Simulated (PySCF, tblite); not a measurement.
# C5H6F2: a rotation path, then NMR shifts on frames, part 2 of 2

tblite 0.8.0 and PySCF 2.14.0. Atoms count from 0.

### Step 5. Shielding tensors: image 4, PBE0/pcSseg-1

What the job is given:

```
{"job": {"kind": "nmr", "xc": "PBE0", "basis": "pcSseg-1", "pop": false}, "charge": 0, "multiplicity": 1}
C      2.408600     0.362900     0.112800
C      1.354500    -0.382900     0.055300
C      0.296100    -1.129600     0.002200
C     -1.139000    -0.672500    -0.079400
C     -1.390700     0.840000    -0.121600
F     -0.291200     1.607100     0.034800
F     -2.220800     1.196800     0.896600
H      2.920300     0.691500    -0.776500
H      2.800100     0.712400     1.053800
H      0.397800    -2.208400     0.027200
H     -1.597500    -1.125200    -0.963000
H     -1.669900    -1.059400     0.796600
H     -1.872700     1.167900    -1.056200
```

Level: GIAO PBE0/pcSseg-1 NMR shielding, non-relativistic, gas phase.

What it wrote:

```text
coarse grid: 11328 points
cycle   1  E = -393.1443151277  dE =  9.479e-01  |g| = 7.017e-01  |ddm| = 3.392e+00
cycle   2  E = -393.0798449280  dE =  6.447e-02  |g| = 9.805e-01  |ddm| = 1.044e+00
cycle   3  E = -393.2325471278  dE = -1.527e-01  |g| = 7.643e-02  |ddm| = 6.123e-01
cycle   4  E = -393.2336074468  dE = -1.060e-03  |g| = 3.278e-02  |ddm| = 8.209e-02
cycle   5  E = -393.2338351862  dE = -2.277e-04  |g| = 1.226e-02  |ddm| = 3.439e-02
cycle   6  E = -393.2338729310  dE = -3.774e-05  |g| = 2.839e-03  |ddm| = 1.226e-02
cycle   7  E = -393.2338749244  dE = -1.993e-06  |g| = 4.169e-04  |ddm| = 2.423e-03
final grid: 111480 points
cycle   8  E = -393.2907197240  dE = -3.822e-05  |g| = 6.952e-03  |ddm| = 2.868e-02
cycle   9  E = -393.2907164109  dE =  3.313e-06  |g| = 8.533e-03  |ddm| = 1.156e-02
cycle  10  E = -393.2907310079  dE = -1.460e-05  |g| = 1.089e-03  |ddm| = 5.758e-03
cycle  11  E = -393.2907312133  dE = -2.054e-07  |g| = 2.190e-04  |ddm| = 9.312e-04
cycle  12  E = -393.2907312206  dE = -7.276e-09  |g| = 1.170e-04  |ddm| = 2.566e-04
cycle  13  E = -393.2907312242  dE = -3.548e-09  |g| = 2.220e-05  |ddm| = 1.084e-04
cycle  14  E = -393.2907312243  dE = -1.132e-10  |g| = 3.781e-06  |ddm| = 2.132e-05
converged SCF energy = -393.2907312243

GIAO shielding tensors (ppm)
atom      isotropic    diamagn.    paramagn.     s11        s22        s33       span
  0 C      105.443     262.380    -156.937     14.038    130.369    171.921    157.884
  1 C      -35.115     262.562    -297.677    -64.097    -45.705      4.456     68.552
  2 C      100.279     258.001    -157.722     21.071    121.540    158.227    137.156
  3 C      149.351     252.041    -102.690    131.740    146.410    169.904     38.163
  4 C       64.956     234.148    -169.192     42.568     64.115     88.186     45.617
  5 F      309.654     477.952    -168.298    207.189    318.646    403.127    195.937
  6 F      281.775     471.554    -189.779    170.156    326.848    348.322    178.166
  7 H       26.702      30.194      -3.492     24.932     25.083     30.093      5.161
  8 H       26.618      30.330      -3.712     24.743     25.103     30.008      5.265
  9 H       26.607      29.609      -3.002     23.052     27.382     29.387      6.335
 10 H       28.981      30.059      -1.078     25.335     27.886     33.721      8.385
 11 H       28.932      30.136      -1.204     25.081     28.475     33.241      8.159
 12 H       25.297      27.402      -2.105     23.269     23.690     28.932      5.664
```

It took 12 s on 1 thread of INTEL XEON PLATINUM 8581C at 2.10GHz, shared host; peak memory 0.73 GiB.

Key values: δ C1 222.0, C4 122.0, C2 86.6, C0 81.5, H12 6.42, H9 5.11 ppm.

### Step 6. Nuclear shieldings: image 6, PBE0/pcSseg-1

What the job is given:

```
{"job": {"kind": "nmr", "xc": "PBE0", "basis": "pcSseg-1", "pop": false}, "charge": 0, "multiplicity": 1}
C      2.361100     0.387100     0.231200
C      1.323600    -0.377600     0.135600
C      0.282000    -1.140700     0.020000
C     -1.145600    -0.684600    -0.152000
C     -1.373900     0.825800    -0.144900
F     -0.328000     1.546000    -0.606900
F     -1.605300     1.270600     1.117600
H      2.887800     0.729400    -0.644900
H      2.728400     0.732800     1.183000
H      0.395900    -2.218000     0.024300
H     -1.531000    -1.093600    -1.089900
H     -1.752800    -1.092200     0.662600
H     -2.246500     1.115300    -0.753500
```

Level: GIAO PBE0/pcSseg-1 NMR shielding, non-relativistic, gas phase.

What it wrote:

```text
coarse grid: 11328 points
cycle   1  E = -393.1487277298  dE =  9.494e-01  |g| = 6.997e-01  |ddm| = 3.369e+00
cycle   2  E = -393.0857525668  dE =  6.298e-02  |g| = 9.746e-01  |ddm| = 1.036e+00
cycle   3  E = -393.2366634792  dE = -1.509e-01  |g| = 7.500e-02  |ddm| = 6.032e-01
cycle   4  E = -393.2376736951  dE = -1.010e-03  |g| = 3.204e-02  |ddm| = 8.161e-02
cycle   5  E = -393.2378904024  dE = -2.167e-04  |g| = 1.175e-02  |ddm| = 3.338e-02
cycle   6  E = -393.2379245909  dE = -3.419e-05  |g| = 2.982e-03  |ddm| = 1.182e-02
cycle   7  E = -393.2379268084  dE = -2.217e-06  |g| = 4.027e-04  |ddm| = 2.550e-03
final grid: 111480 points
cycle   8  E = -393.2945178520  dE = -3.904e-05  |g| = 7.138e-03  |ddm| = 2.903e-02
cycle   9  E = -393.2945141366  dE =  3.715e-06  |g| = 8.834e-03  |ddm| = 1.187e-02
cycle  10  E = -393.2945295850  dE = -1.545e-05  |g| = 1.070e-03  |ddm| = 5.964e-03
cycle  11  E = -393.2945297891  dE = -2.041e-07  |g| = 2.277e-04  |ddm| = 9.385e-04
cycle  12  E = -393.2945297974  dE = -8.282e-09  |g| = 1.178e-04  |ddm| = 2.584e-04
cycle  13  E = -393.2945298010  dE = -3.590e-09  |g| = 2.128e-05  |ddm| = 1.072e-04
cycle  14  E = -393.2945298011  dE = -1.015e-10  |g| = 3.507e-06  |ddm| = 2.112e-05
converged SCF energy = -393.2945298011

GIAO shielding tensors (ppm)
atom      isotropic    diamagn.    paramagn.     s11        s22        s33       span
  0 C      105.350     262.448    -157.098     14.634    129.629    171.787    157.152
  1 C      -35.165     262.561    -297.726    -64.119    -46.960      5.584     69.703
  2 C      101.226     257.667    -156.441     20.815    122.483    160.382    139.567
  3 C      149.530     252.107    -102.576    136.883    145.234    166.474     29.591
  4 C       64.861     232.950    -168.089     44.205     65.504     84.874     40.669
  5 F      312.279     477.784    -165.505    215.886    316.151    404.799    188.913
  6 F      295.771     473.631    -177.860    172.939    328.148    386.227    213.288
  7 H       26.645      30.341      -3.696     24.820     25.091     30.023      5.203
  8 H       26.613      30.251      -3.638     24.806     25.056     29.979      5.173
  9 H       26.616      29.579      -2.964     23.041     27.430     29.375      6.333
 10 H       29.058      30.181      -1.124     25.263     27.744     34.166      8.903
 11 H       29.069      29.918      -0.849     25.726     27.779     33.703      7.977
 12 H       25.296      26.787      -1.492     23.135     23.505     29.247      6.112
```

Run time: 12 s. Hardware: 1 thread of INTEL XEON PLATINUM 8581C at 2.10GHz, shared host; peak memory 0.73 GiB.

Key values: δ C1 222.1, C4 122.1, C2 85.7, C0 81.6, H12 6.42, H8 5.10 ppm.

### Step 7. Shielding tensors: image 8, PBE0/pcSseg-1

What the job is given:

```
{"job": {"kind": "nmr", "xc": "PBE0", "basis": "pcSseg-1", "pop": false}, "charge": 0, "multiplicity": 1}
C      2.296000     0.418200     0.342100
C      1.279800    -0.363300     0.180300
C      0.263300    -1.151000     0.013100
C     -1.159200    -0.700900    -0.205500
C     -1.332800     0.808900    -0.163900
F     -0.590500     1.427000    -1.114100
F     -0.937500     1.325200     1.025000
H      2.871100     0.775400    -0.496700
H      2.602600     0.754500     1.319000
H      0.399100    -2.224600     0.019100
H     -1.508800    -1.051400    -1.180700
H     -1.805900    -1.131800     0.563700
H     -2.381400     1.114400    -0.319200
```

Method: GIAO PBE0/pcSseg-1 NMR shielding, non-relativistic, gas phase.

What it wrote:

```text
coarse grid: 11328 points
cycle   1  E = -393.1555770459  dE =  9.508e-01  |g| = 6.958e-01  |ddm| = 3.367e+00
cycle   2  E = -393.0949545872  dE =  6.062e-02  |g| = 9.654e-01  |ddm| = 1.011e+00
cycle   3  E = -393.2425208840  dE = -1.476e-01  |g| = 7.407e-02  |ddm| = 5.861e-01
cycle   4  E = -393.2435018115  dE = -9.809e-04  |g| = 3.126e-02  |ddm| = 8.055e-02
cycle   5  E = -393.2437074856  dE = -2.057e-04  |g| = 1.137e-02  |ddm| = 3.239e-02
cycle   6  E = -393.2437392700  dE = -3.178e-05  |g| = 3.089e-03  |ddm| = 1.151e-02
cycle   7  E = -393.2437416666  dE = -2.397e-06  |g| = 3.829e-04  |ddm| = 2.628e-03
final grid: 111480 points
cycle   8  E = -393.2996671842  dE = -3.742e-05  |g| = 7.198e-03  |ddm| = 3.092e-02
cycle   9  E = -393.2996632398  dE =  3.944e-06  |g| = 8.945e-03  |ddm| = 1.212e-02
cycle  10  E = -393.2996791089  dE = -1.587e-05  |g| = 1.082e-03  |ddm| = 6.102e-03
cycle  11  E = -393.2996793190  dE = -2.101e-07  |g| = 2.324e-04  |ddm| = 9.214e-04
cycle  12  E = -393.2996793278  dE = -8.869e-09  |g| = 1.211e-04  |ddm| = 2.579e-04
cycle  13  E = -393.2996793316  dE = -3.788e-09  |g| = 2.114e-05  |ddm| = 1.087e-04
cycle  14  E = -393.2996793317  dE = -9.948e-11  |g| = 3.623e-06  |ddm| = 2.090e-05
converged SCF energy = -393.2996793317

GIAO shielding tensors (ppm)
atom      isotropic    diamagn.    paramagn.     s11        s22        s33       span
  0 C      104.597     262.562    -157.965     13.332    128.873    171.585    158.254
  1 C      -34.664     262.632    -297.296    -62.427    -48.797      7.232     69.658
  2 C      102.634     257.604    -154.970     19.915    125.781    162.205    142.290
  3 C      149.441     251.490    -102.049    140.436    145.245    162.642     22.206
  4 C       65.597     234.198    -168.601     46.020     66.886     83.885     37.865
  5 F      310.786     476.172    -165.386    201.263    319.151    411.946    210.683
  6 F      311.717     476.147    -164.431    201.693    319.649    413.809    212.116
  7 H       26.584      30.332      -3.748     24.774     24.974     30.004      5.230
  8 H       26.591      30.351      -3.760     24.758     24.993     30.022      5.265
  9 H       26.652      29.637      -2.984     23.076     27.525     29.356      6.281
 10 H       29.175      29.860      -0.686     25.812     27.271     34.441      8.629
 11 H       29.231      29.870      -0.638     25.840     27.344     34.510      8.670
 12 H       25.324      26.681      -1.357     22.835     23.667     29.469      6.634
```

It took 12 s on 1 thread of INTEL XEON PLATINUM 8581C at 2.10GHz, shared host; peak memory 0.73 GiB.

Key values: δ C1 221.6, C4 121.3, C2 84.3, C0 82.3, H12 6.39, H7 5.13 ppm.

### Step 8. Side by side: NMR shifts

Shifts (ppm) of some atoms, chosen among heavy atoms and hydrogens apart, with basis size and wall time:

| frame | C1 | C4 | C2 | H11 | H10 | F5 | F6 | functions | time |
| --- | --- | --- | --- | --- | --- | --- | --- | --- | --- |
| image 0 | 219.4 | 122.7 | 89.2 | 2.59 | 2.40 | -137.3 | -139.6 | 149 | 12 s |
| image 2 | 221.0 | 121.6 | 87.0 | 2.66 | 2.47 | -136.9 | -129.6 | 149 | 12 s |
| image 4 | 222.0 | 122.0 | 86.6 | 2.78 | 2.74 | -138.7 | -110.8 | 149 | 12 s |
| image 6 | 222.1 | 122.1 | 85.7 | 2.65 | 2.66 | -141.3 | -124.8 | 149 | 12 s |
| image 8 | 221.6 | 121.3 | 84.3 | 2.49 | 2.54 | -139.8 | -140.8 | 149 | 12 s |

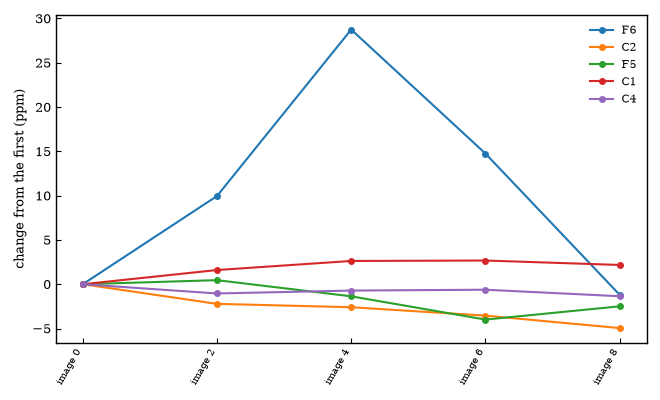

How five of the tabulated atoms move from run to run.

### Step 9. What came out

This closing draws on all 2 parts.

| quantity | value |
| --- | --- |
| barrier | 0.224 eV (5.2 kcal/mol) at image 4 |
| end to end (GFN2-xTB) | 0.058 eV |
| 13C shifts against TMS (PBE0/pcSseg-1, image 0) | 219.4, 122.7, 89.2, 82.6, 36.4 ppm |
| 1H shifts against TMS (PBE0/pcSseg-1, image 0) | 6.34, 5.35, 5.20, 5.12, 2.59, 2.40 ppm |
| 19F shifts against CFCl3 (PBE0/pcSseg-1, image 0) | -137.3, -139.6 ppm |
| range of the shift of F6 | -140.8 to -110.8 ppm |

**Reading.** Along the band the dihedral turns by 132°, and the top (dihedral -5°) lies 5.2 kcal/mol above the start (GFN2-xTB, rough), so at room temperature this motion is fast. The top was not checked by a frequency run. Shifts at one fixed geometry are not the observed spectrum, which averages over the motion. In the first frame run (image 0): Shielding is most anisotropic at F6 (span 201 ppm, paramagnetic term -159 ppm). In ppm, F6 moves most: its shift spreads over 29.9 ppm, from -140.8 (image 8) to -110.8 (image 4).
